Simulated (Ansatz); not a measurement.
# BH₄ (doublet): PBE-QIDH, RPA-PBE over a scan of the distance B1–H4 along a hydrogen transfer, 6-31G

Aim: run BH₄ (doublet) with these functionals over a scan of the distance B1–H4 along a hydrogen transfer, and hold them against the top wave-function level at the same points.

Computed with Ansatz 0.2.0, Gaussian basis. Level: 6-31G, all electrons in the functionals, frozen cores in the correlation of double hybrids and RPA.

Plan: PBE-QIDH, RPA-PBE, at 1.110 Å; 1.194 Å; 1.266 Å; 1.339 Å; 1.412 Å; 1.485 Å; 1.558 Å; 1.631 Å; 1.704 Å (not every functional at every point).

10 further runs of the same task are left out: 1 that didn't finish, 9 set aside as unsound or not needed.

## 1. The geometry

The geometry derives from fragments relaxed apart (PBE0/def2-TZVP) and kept rigid, so it is no stationary point. A hydrogen atom is moved between rigid fragments.

5 atoms, charge 0, spin multiplicity 2.

Atoms are counted from 1 here; the program's logs count them from 0.

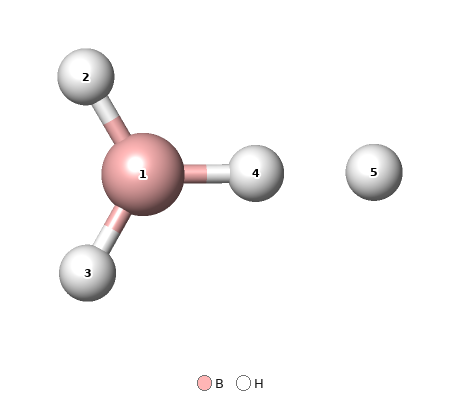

The structure; boron pink, hydrogen white; atoms are numbered from 1 in the order of the file.

No dispersion term is added.

The geometry shown and the zero of energy belong to the point 1.194 Å. The yardstick, UCCSD(T), and other wave-function levels (R restricted, U unrestricted, valence and pair active spaces) come from earlier runs.

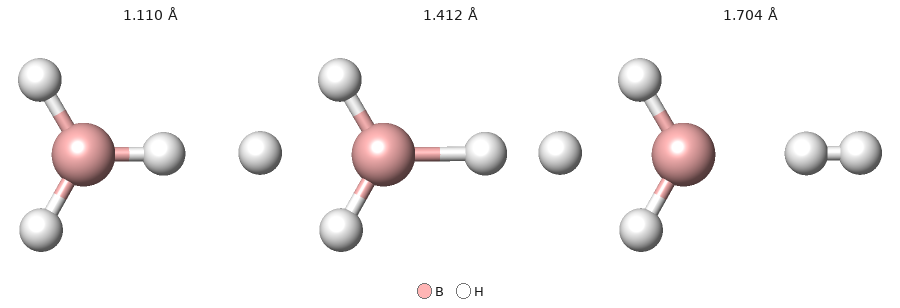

Three points of the scan; sticks are drawn by distance.

## 2. PBE-QIDH, 1.194 Å

The input, in.yaml:

```yaml
crystal:
  periodic: [false, false, false]
  atoms:
    - {symbol: B, position_ang: [-0.166306, 0.000000, 0.000000]}
    - {symbol: H, position_ang: [-0.763040, 1.033571, 0.000000]}
    - {symbol: H, position_ang: [-0.763040, -1.033571, 0.000000]}
    - {symbol: H, position_ang: [1.027159, 0.000000, 0.000000]}
    - {symbol: H, position_ang: [2.282694, 0.000000, 0.000000]}
basis:
  gaussian: {orbitals: 6-31G}
magnetization: {spin_polarized: true, initial_magnetization: 1}
hamiltonian: {xc: {name: PBE-QIDH}}
correlation: {electrons: outside_noble_gas}
```

Started as:

```bash
$ ansatz run in.yaml --threads 1 --pin off --events-out ev --progress --plain --max-ram 2393MiB
```

The log of the run:

```text
Functional definition: PBE-QIDH
  name "PBE-QIDH"
  cite "Brémond, Sancho-García, Pérez-Jiménez & Adamo, J. Chem. Phys. 141, 031101 (2014) doi:10.1063/1.4890314"
  cite "Perdew, Burke & Ernzerhof, Phys. Rev. Lett. 77, 3865 (1996) doi:10.1103/PhysRevLett.77.3865"
  parameter a = 3^(-1/3)
  parameter c = 1/3
  exchange = (1 - a)*pbe_x + a*exact_x
  correlation = (1 - c)*pbe_c + c*(mp2_os + mp2_ss)
254 factors; integrals over basis functions are off by at most 4.6e-4 eV
mean field evaluation 1: about -733.8037 eV, gradient 5.8e0 eV
mean field evaluation 2: about -733.7950 eV, gradient 5.8e0 eV
mean field evaluation 4: about -734.3322 eV, gradient 5.1e-1 eV
mean field evaluation 8: about -734.3384 eV, gradient 1.3e-2 eV
mean field evaluation 16: about -734.3384 eV, gradient 3.5e-6 eV
mean field -734.33835483 eV, -26.9864367876 hartree, gradient 3.5e-6 eV, S^2 0.754838; 0 other end points of the search recorded, 0 dependent functions left out
1 core orbitals not correlated: weight in the atoms' cores, before any rotation towards them, 1.000 or more for the frozen orbitals, at most 0.000 for the correlated occupied ones
reference -734.33836236 eV, -26.9864370642 hartree; 4, 3 occupied and 12, 13 virtual orbitals, 254 factors
second order -1.77012419 eV of doubles, -0.00000000 eV of singles
Total energy: -734.92840376 eV, -27.0081206857 hartree
```

It took 0.36 s on 1 thread of Arm Neoverse V2, shared host.

From the report: ⟨S²⟩ of the determinant 0.755 (pure doublet: 0.75).

## 3. PBE-QIDH, 1.266 Å

The input, in.yaml:

```yaml
crystal:
  periodic: [false, false, false]
  atoms:
    - {symbol: B, position_ang: [-0.171232, 0.000000, 0.000000]}
    - {symbol: H, position_ang: [-0.767965, 1.033571, 0.000000]}
    - {symbol: H, position_ang: [-0.767965, -1.033571, 0.000000]}
    - {symbol: H, position_ang: [1.094768, 0.000000, 0.000000]}
    - {symbol: H, position_ang: [2.277768, 0.000000, 0.000000]}
basis:
  gaussian: {orbitals: 6-31G}
magnetization: {spin_polarized: true, initial_magnetization: 1}
hamiltonian: {xc: {name: PBE-QIDH}}
correlation: {electrons: outside_noble_gas}
```

The command is unchanged.

The log of the run:

```text
Functional definition: PBE-QIDH
  name "PBE-QIDH"
  cite "Brémond, Sancho-García, Pérez-Jiménez & Adamo, J. Chem. Phys. 141, 031101 (2014) doi:10.1063/1.4890314"
  cite "Perdew, Burke & Ernzerhof, Phys. Rev. Lett. 77, 3865 (1996) doi:10.1103/PhysRevLett.77.3865"
  parameter a = 3^(-1/3)
  parameter c = 1/3
  exchange = (1 - a)*pbe_x + a*exact_x
  correlation = (1 - c)*pbe_c + c*(mp2_os + mp2_ss)
254 factors; integrals over basis functions are off by at most 4.9e-4 eV
mean field evaluation 1: about -733.7606 eV, gradient 5.6e0 eV
mean field evaluation 2: about -733.7523 eV, gradient 5.6e0 eV
mean field evaluation 4: about -734.2778 eV, gradient 5.8e-1 eV
mean field evaluation 8: about -734.2858 eV, gradient 1.7e-2 eV
mean field evaluation 16: about -734.2858 eV, gradient 4.4e-6 eV
mean field -734.28584504 eV, -26.9845070886 hartree, gradient 4.4e-6 eV, S^2 0.758061; 0 other end points of the search recorded, 0 dependent functions left out
1 core orbitals not correlated: weight in the atoms' cores, before any rotation towards them, 1.000 or more for the frozen orbitals, at most 0.000 for the correlated occupied ones
reference -734.28585254 eV, -26.9845073641 hartree; 4, 3 occupied and 12, 13 virtual orbitals, 254 factors
second order -1.80255170 eV of doubles, -0.00000000 eV of singles
Total energy: -734.88670311 eV, -27.0065882152 hartree
```

Wall time 0.36 s (1 thread of Arm Neoverse V2, shared host).

From the report: ⟨S²⟩ of the determinant 0.758 (pure doublet: 0.75).

From 1.194 Å: +4.0 kJ/mol.

## 4. PBE-QIDH, 1.339 Å

The input, in.yaml:

```yaml
crystal:
  periodic: [false, false, false]
  atoms:
    - {symbol: B, position_ang: [-0.176189, 0.000000, 0.000000]}
    - {symbol: H, position_ang: [-0.772923, 1.033571, 0.000000]}
    - {symbol: H, position_ang: [-0.772922, -1.033571, 0.000000]}
    - {symbol: H, position_ang: [1.162811, 0.000000, 0.000000]}
    - {symbol: H, position_ang: [2.272811, 0.000000, 0.000000]}
basis:
  gaussian: {orbitals: 6-31G}
magnetization: {spin_polarized: true, initial_magnetization: 1}
hamiltonian: {xc: {name: PBE-QIDH}}
correlation: {electrons: outside_noble_gas}
```

Same command.

The log of the run:

```text
Functional definition: PBE-QIDH
  name "PBE-QIDH"
  cite "Brémond, Sancho-García, Pérez-Jiménez & Adamo, J. Chem. Phys. 141, 031101 (2014) doi:10.1063/1.4890314"
  cite "Perdew, Burke & Ernzerhof, Phys. Rev. Lett. 77, 3865 (1996) doi:10.1103/PhysRevLett.77.3865"
  parameter a = 3^(-1/3)
  parameter c = 1/3
  exchange = (1 - a)*pbe_x + a*exact_x
  correlation = (1 - c)*pbe_c + c*(mp2_os + mp2_ss)
254 factors; integrals over basis functions are off by at most 4.9e-4 eV
mean field evaluation 1: about -733.6907 eV, gradient 5.5e0 eV
mean field evaluation 2: about -733.6828 eV, gradient 5.5e0 eV
mean field evaluation 4: about -734.1765 eV, gradient 6.5e-1 eV
mean field evaluation 8: about -734.1864 eV, gradient 2.0e-2 eV
mean field evaluation 16: about -734.1864 eV, gradient 6.0e-6 eV
mean field -734.18636118 eV, -26.9808511238 hartree, gradient 6.0e-6 eV, S^2 0.762658; 0 other end points of the search recorded, 0 dependent functions left out
1 core orbitals not correlated: weight in the atoms' cores, before any rotation towards them, 1.000 or more for the frozen orbitals, at most 0.000 for the correlated occupied ones
reference -734.18636867 eV, -26.9808513994 hartree; 4, 3 occupied and 12, 13 virtual orbitals, 254 factors
second order -1.83062827 eV of doubles, -0.00000000 eV of singles
Total energy: -734.79657810 eV, -27.0032761821 hartree
```

It took 0.36 s on 1 thread of Arm Neoverse V2, shared host.

From the report: ⟨S²⟩ of the determinant 0.763 (pure doublet: 0.75).

From 1.194 Å: +12.7 kJ/mol.

## 5. PBE-QIDH, 1.412 Å

The input, in.yaml:

```yaml
crystal:
  periodic: [false, false, false]
  atoms:
    - {symbol: B, position_ang: [-0.181146, 0.000000, 0.000000]}
    - {symbol: H, position_ang: [-0.777880, 1.033571, 0.000000]}
    - {symbol: H, position_ang: [-0.777880, -1.033571, 0.000000]}
    - {symbol: H, position_ang: [1.230854, 0.000000, 0.000000]}
    - {symbol: H, position_ang: [2.267854, 0.000000, 0.000000]}
basis:
  gaussian: {orbitals: 6-31G}
magnetization: {spin_polarized: true, initial_magnetization: 1}
hamiltonian: {xc: {name: PBE-QIDH}}
correlation: {electrons: outside_noble_gas}
```

Launched as before.

The log of the run:

```text
Functional definition: PBE-QIDH
  name "PBE-QIDH"
  cite "Brémond, Sancho-García, Pérez-Jiménez & Adamo, J. Chem. Phys. 141, 031101 (2014) doi:10.1063/1.4890314"
  cite "Perdew, Burke & Ernzerhof, Phys. Rev. Lett. 77, 3865 (1996) doi:10.1103/PhysRevLett.77.3865"
  parameter a = 3^(-1/3)
  parameter c = 1/3
  exchange = (1 - a)*pbe_x + a*exact_x
  correlation = (1 - c)*pbe_c + c*(mp2_os + mp2_ss)
254 factors; integrals over basis functions are off by at most 4.8e-4 eV
mean field evaluation 1: about -733.6370 eV, gradient 5.4e0 eV
mean field evaluation 2: about -733.6293 eV, gradient 5.4e0 eV
mean field evaluation 4: about -734.0799 eV, gradient 6.8e-1 eV
mean field evaluation 8: about -734.0902 eV, gradient 2.0e-2 eV
mean field evaluation 16: about -734.0902 eV, gradient 7.4e-6 eV
mean field -734.09022963 eV, -26.9773183548 hartree, gradient 7.4e-6 eV, S^2 0.767539; 0 other end points of the search recorded, 0 dependent functions left out
1 core orbitals not correlated: weight in the atoms' cores, before any rotation towards them, 1.000 or more for the frozen orbitals, at most 0.000 for the correlated occupied ones
reference -734.09023715 eV, -26.9773186311 hartree; 4, 3 occupied and 12, 13 virtual orbitals, 254 factors
second order -1.85074436 eV of doubles, -0.00000000 eV of singles
Total energy: -734.70715194 eV, -26.9999898313 hartree
```

Wall time 0.36 s (1 thread of Arm Neoverse V2, shared host).

From the report: ⟨S²⟩ of the determinant 0.768 (pure doublet: 0.75).

From 1.194 Å: +21.3 kJ/mol.

## 6. RPA-PBE, 1.194 Å

The input, in.yaml:

```yaml
crystal:
  periodic: [false, false, false]
  atoms:
    - {symbol: B, position_ang: [-0.166306, 0.000000, 0.000000]}
    - {symbol: H, position_ang: [-0.763040, 1.033571, 0.000000]}
    - {symbol: H, position_ang: [-0.763040, -1.033571, 0.000000]}
    - {symbol: H, position_ang: [1.027159, 0.000000, 0.000000]}
    - {symbol: H, position_ang: [2.282694, 0.000000, 0.000000]}
basis:
  gaussian: {orbitals: 6-31G}
magnetization: {spin_polarized: true, initial_magnetization: 1}
hamiltonian: {xc: {name: PBE}}
correlation: {method: rpa, electrons: outside_noble_gas}
```

Same command.

The log of the run:

```text
Functional definition: PBE
  name "PBE"
  cite "Perdew, Burke & Ernzerhof, Phys. Rev. Lett. 77, 3865 (1996) doi:10.1103/PhysRevLett.77.3865"
  parent pbe
  parameter kappa = 0.804
  parameter beta = 0.06672455060314922
  exchange = pbe_x(kappa = kappa, mu = beta*pi^2/3)
  correlation = pbe_c(beta = beta)
254 factors; integrals over basis functions are off by at most 4.6e-4 eV
mean field evaluation 1: about -734.7532 eV, gradient 8.8e0 eV
mean field evaluation 2: about -734.7289 eV, gradient 8.9e0 eV
mean field evaluation 4: about -735.3776 eV, gradient 1.2e0 eV
mean field evaluation 8: about -735.3863 eV, gradient 2.2e-3 eV
mean field -735.38633426 eV, -27.0249493214 hartree, gradient 1.9e-6 eV, S^2 0.751832; 0 other end points of the search recorded, 0 dependent functions left out
1 core orbitals not correlated: weight in the atoms' cores, before any rotation towards them, 1.000 or more for the frozen orbitals, at most 0.000 for the correlated occupied ones
reference -730.53178592 eV, -26.8465479603 hartree; 4, 3 occupied and 12, 13 virtual orbitals, 254 factors
Total energy: -734.19880342 eV, -26.9813083679 hartree
```

Wall time 0.36 s (1 thread of Arm Neoverse V2, shared host).

From the report: ⟨S²⟩ of the determinant 0.752 (pure doublet: 0.75).

## 7. RPA-PBE, 1.266 Å

The input, in.yaml:

```yaml
crystal:
  periodic: [false, false, false]
  atoms:
    - {symbol: B, position_ang: [-0.171232, 0.000000, 0.000000]}
    - {symbol: H, position_ang: [-0.767965, 1.033571, 0.000000]}
    - {symbol: H, position_ang: [-0.767965, -1.033571, 0.000000]}
    - {symbol: H, position_ang: [1.094768, 0.000000, 0.000000]}
    - {symbol: H, position_ang: [2.277768, 0.000000, 0.000000]}
basis:
  gaussian: {orbitals: 6-31G}
magnetization: {spin_polarized: true, initial_magnetization: 1}
hamiltonian: {xc: {name: PBE}}
correlation: {method: rpa, electrons: outside_noble_gas}
```

The command is unchanged.

The log of the run:

```text
Functional definition: PBE
  name "PBE"
  cite "Perdew, Burke & Ernzerhof, Phys. Rev. Lett. 77, 3865 (1996) doi:10.1103/PhysRevLett.77.3865"
  parent pbe
  parameter kappa = 0.804
  parameter beta = 0.06672455060314922
  exchange = pbe_x(kappa = kappa, mu = beta*pi^2/3)
  correlation = pbe_c(beta = beta)
254 factors; integrals over basis functions are off by at most 4.9e-4 eV
mean field evaluation 1: about -734.8466 eV, gradient 8.2e0 eV
mean field evaluation 2: about -734.8231 eV, gradient 8.3e0 eV
mean field evaluation 4: about -735.3935 eV, gradient 1.3e0 eV
mean field evaluation 8: about -735.4055 eV, gradient 3.9e-3 eV
mean field evaluation 16: about -731.4134 eV, gradient 1.1e1 eV
mean field evaluation 32: about -733.0724 eV, gradient 6.0e-1 eV
mean field -735.40545460 eV, -27.0256519809 hartree, gradient 2.4e-6 eV, S^2 0.752655; 3 other end points of the search recorded, 0 dependent functions left out
1 core orbitals not correlated: weight in the atoms' cores, before any rotation towards them, 1.000 or more for the frozen orbitals, at most 0.000 for the correlated occupied ones
reference -730.42682701 eV, -26.8426907914 hartree; 4, 3 occupied and 12, 13 virtual orbitals, 254 factors
Total energy: -734.17611038 eV, -26.9804744140 hartree
```

Run time: 0.72 s. Hardware: 1 thread of Arm Neoverse V2, shared host.

From the report: ⟨S²⟩ of the determinant 0.753 (pure doublet: 0.75).

From 1.194 Å: +2.2 kJ/mol.

## 8. RPA-PBE, 1.339 Å

The input, in.yaml:

```yaml
crystal:
  periodic: [false, false, false]
  atoms:
    - {symbol: B, position_ang: [-0.176189, 0.000000, 0.000000]}
    - {symbol: H, position_ang: [-0.772923, 1.033571, 0.000000]}
    - {symbol: H, position_ang: [-0.772922, -1.033571, 0.000000]}
    - {symbol: H, position_ang: [1.162811, 0.000000, 0.000000]}
    - {symbol: H, position_ang: [2.272811, 0.000000, 0.000000]}
basis:
  gaussian: {orbitals: 6-31G}
magnetization: {spin_polarized: true, initial_magnetization: 1}
hamiltonian: {xc: {name: PBE}}
correlation: {method: rpa, electrons: outside_noble_gas}
```

Same command.

The log of the run:

```text
Functional definition: PBE
  name "PBE"
  cite "Perdew, Burke & Ernzerhof, Phys. Rev. Lett. 77, 3865 (1996) doi:10.1103/PhysRevLett.77.3865"
  parent pbe
  parameter kappa = 0.804
  parameter beta = 0.06672455060314922
  exchange = pbe_x(kappa = kappa, mu = beta*pi^2/3)
  correlation = pbe_c(beta = beta)
254 factors; integrals over basis functions are off by at most 4.9e-4 eV
mean field evaluation 1: about -734.8754 eV, gradient 7.7e0 eV
mean field evaluation 2: about -734.8528 eV, gradient 7.8e0 eV
mean field evaluation 4: about -735.3606 eV, gradient 1.5e0 eV
mean field evaluation 8: about -735.3765 eV, gradient 4.7e-3 eV
mean field evaluation 16: about -732.0501 eV, gradient 1.0e1 eV
mean field evaluation 32: about -733.4476 eV, gradient 2.9e-1 eV
mean field -735.37649138 eV, -27.0245876023 hartree, gradient 3.1e-6 eV, S^2 0.753638; 3 other end points of the search recorded, 0 dependent functions left out
1 core orbitals not correlated: weight in the atoms' cores, before any rotation towards them, 1.000 or more for the frozen orbitals, at most 0.000 for the correlated occupied ones
reference -730.27903931 eV, -26.8372596936 hartree; 4, 3 occupied and 12, 13 virtual orbitals, 254 factors
Total energy: -734.10954457 eV, -26.9780281655 hartree
```

It took 0.75 s on 1 thread of Arm Neoverse V2, shared host.

From the report: ⟨S²⟩ of the determinant 0.754 (pure doublet: 0.75).

From 1.194 Å: +8.6 kJ/mol.

## 9. RPA-PBE, 1.412 Å

The input, in.yaml:

```yaml
crystal:
  periodic: [false, false, false]
  atoms:
    - {symbol: B, position_ang: [-0.181146, 0.000000, 0.000000]}
    - {symbol: H, position_ang: [-0.777880, 1.033571, 0.000000]}
    - {symbol: H, position_ang: [-0.777880, -1.033571, 0.000000]}
    - {symbol: H, position_ang: [1.230854, 0.000000, 0.000000]}
    - {symbol: H, position_ang: [2.267854, 0.000000, 0.000000]}
basis:
  gaussian: {orbitals: 6-31G}
magnetization: {spin_polarized: true, initial_magnetization: 1}
hamiltonian: {xc: {name: PBE}}
correlation: {method: rpa, electrons: outside_noble_gas}
```

The command is unchanged.

The log of the run:

```text
Functional definition: PBE
  name "PBE"
  cite "Perdew, Burke & Ernzerhof, Phys. Rev. Lett. 77, 3865 (1996) doi:10.1103/PhysRevLett.77.3865"
  parent pbe
  parameter kappa = 0.804
  parameter beta = 0.06672455060314922
  exchange = pbe_x(kappa = kappa, mu = beta*pi^2/3)
  correlation = pbe_c(beta = beta)
254 factors; integrals over basis functions are off by at most 4.8e-4 eV
mean field evaluation 1: about -734.8793 eV, gradient 7.3e0 eV
mean field evaluation 2: about -734.8572 eV, gradient 7.4e0 eV
mean field evaluation 4: about -735.3186 eV, gradient 1.6e0 eV
mean field evaluation 8: about -735.3379 eV, gradient 4.6e-3 eV
mean field evaluation 16: about -732.6487 eV, gradient 9.5e0 eV
mean field evaluation 32: about -735.1633 eV, gradient 1.9e0 eV
mean field -735.33785674 eV, -27.0231678054 hartree, gradient 2.4e-7 eV, S^2 0.754510; 6 other end points of the search recorded, 0 dependent functions left out
1 core orbitals not correlated: weight in the atoms' cores, before any rotation towards them, 1.000 or more for the frozen orbitals, at most 0.000 for the correlated occupied ones
reference -730.14768246 eV, -26.8324324184 hartree; 4, 3 occupied and 12, 13 virtual orbitals, 254 factors
Total energy: -734.04804731 eV, -26.9757681829 hartree
```

Run time: 0.93 s. Hardware: 1 thread of Arm Neoverse V2, shared host.

From the report: ⟨S²⟩ of the determinant 0.755 (pure doublet: 0.75).

From 1.194 Å: +14.5 kJ/mol.

## 10. Against the wave-function levels

No level is safe as a reference over these points; UCCSD(T) serves as a yardstick only. It comes from earlier runs at the same points. Energies in kJ/mol, counted from 1.194 Å; blanks weren't run or aren't comparable.

```
   level  1.194 Å  1.266 Å  1.339 Å  1.412 Å  1.485 Å
UCCSD(T)      0.0      3.9     12.3     20.4     24.6
PBE-QIDH      0.0      4.0     12.7     21.3         
 RPA-PBE      0.0      2.2      8.6     14.5
```

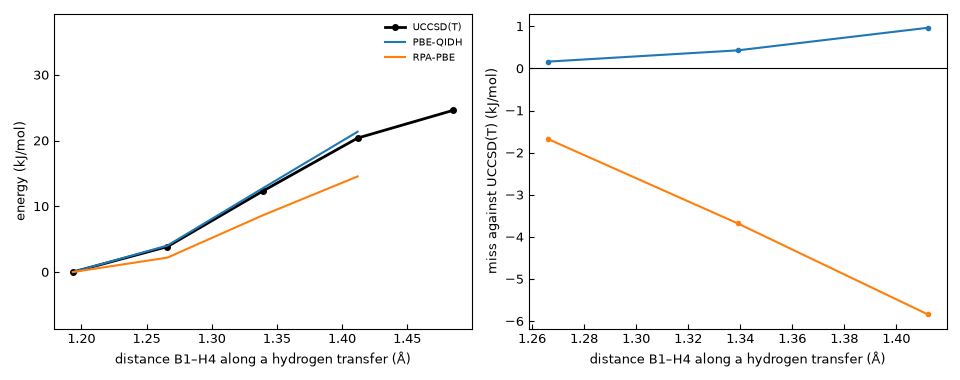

Left: the curves (the axis may cut off levels that run far away). Right: misses against UCCSD(T), in the same colours.

Largest miss and mean time a point (UCCSD(T) took 0.29 s a point; shared hosts):

```
   level  largest miss (kJ/mol)    where  time a point
PBE-QIDH                   +1.0  1.412 Å        0.36 s
 RPA-PBE                   -5.8  1.412 Å        0.69 s
```

## 11. Results

| quantity | value |
| --- | --- |
| span of the UCCSD(T) curve (points where it is known) | 24.6 kJ/mol |
| largest miss, PBE-QIDH | +1.0 kJ/mol (1.412 Å) |
| largest miss, RPA-PBE | -5.8 kJ/mol (1.412 Å) |

Misses are known at 3 of 8 points at best, and only functionals with that many are ranked. Of the functionals, PBE-QIDH keep the smallest largest miss at the points compared (at most 1.0 kJ/mol) and RPA-PBE strays most (5.8 kJ/mol, at 1.412 Å). Functionals and the yardstick converge differently with the basis, so part of each miss in 6-31G is the basis. The yardstick itself may be off where one determinant is a poor start.
